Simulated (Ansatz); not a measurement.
Take ZnS in the wurtzite structure (space group P6_3mc, No. 186; a = 3.806 Å, c = 6.245 Å) as the base.

It is then changed as follows: electron doping at 2.0×10^21 cm⁻³ (0.157 per cell), with a uniform compensating background at fixed cell and a 300 K Fermi–Dirac width.

Level of theory: r2SCAN, PAW, 500 eV (Ansatz, a quantum-chemistry and plane-wave program; spin-orbit coupling left out).

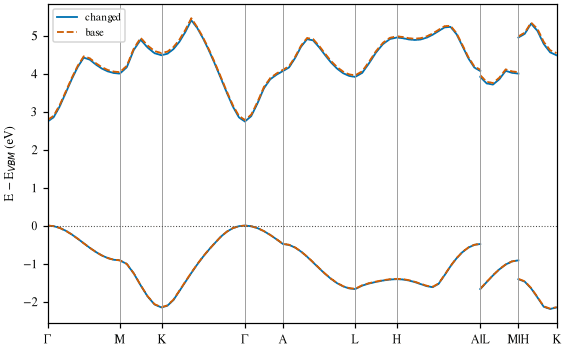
Figure. Highest valence and lowest conduction band along the path, each from its own valence-band maximum

The gap is 2.74 eV, direct at Γ; the base has 2.78 eV.

Charged cell with a jellium background: band edges are those of the host's band count, energies are not comparable with the neutral cell, and many-body gap narrowing is missing. No phonon test of stability was made.
